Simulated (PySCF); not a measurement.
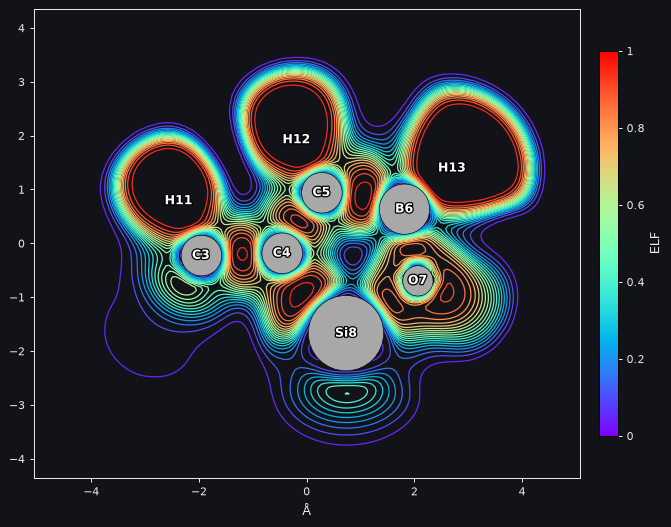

C₅H₇BOSi (SMILES C#CCC1=CBO[SiH2]1). Electron localisation function on the plane of atoms C4, C3 and H11. Grey discs cover the atomic cores.

Geometry: GFN2-xTB.

Computed with PBE0/pcSseg-1, SCF density, gas phase, non-relativistic in PySCF 2.14.0.

Input file:

```
{"job": {"kind": "nmr", "xc": "PBE0", "basis": "pcSseg-1"}, "charge": 0, "multiplicity": 1}
C      2.794695     0.391550     1.428126
C      2.130096    -0.149985     0.593325
C      1.300343    -0.769171    -0.421390
C     -0.098721    -0.227706    -0.362931
C     -0.733071     0.371568    -1.385148
B     -2.180920     0.816568    -0.994892
O     -2.475414     0.504263     0.289009
Si    -1.269487    -0.248806     1.130743
H      3.392001     0.850846     2.157674
H      1.279579    -1.849883    -0.240788
H      1.742276    -0.590343    -1.407672
H     -0.253591     0.506224    -2.348131
H     -2.979490     1.352401    -1.662322
H     -0.892795     0.626187     2.231601
H     -1.759917    -1.575725     1.488848
```

Run with:

```sh
OMP_NUM_THREADS=1 python probes_run.py task.json out
```

### What do the fields say about this system?

- Atoms in the plane: C, B, O, Si and H.
- B–O (1.35 Å): the ELF peaks at about 0.90 between the atoms; a polar covalent bond.
- C–B (1.56 Å): the ELF peaks at about 1 between the atoms; a shared electron pair.
- Si–O (1.65 Å): the ELF peaks at about 0.85 between the atoms (a polar covalent bond).
- C–Si (1.90 Å): the ELF peaks at about 0.95 between the atoms, as expected for a covalent bond.
- C–C (1.34 Å): the ELF peaks at about 0.90 between the atoms: a multiple bond.
- The ELF also peaks beside O7, away from the bonds: lone-pair regions.
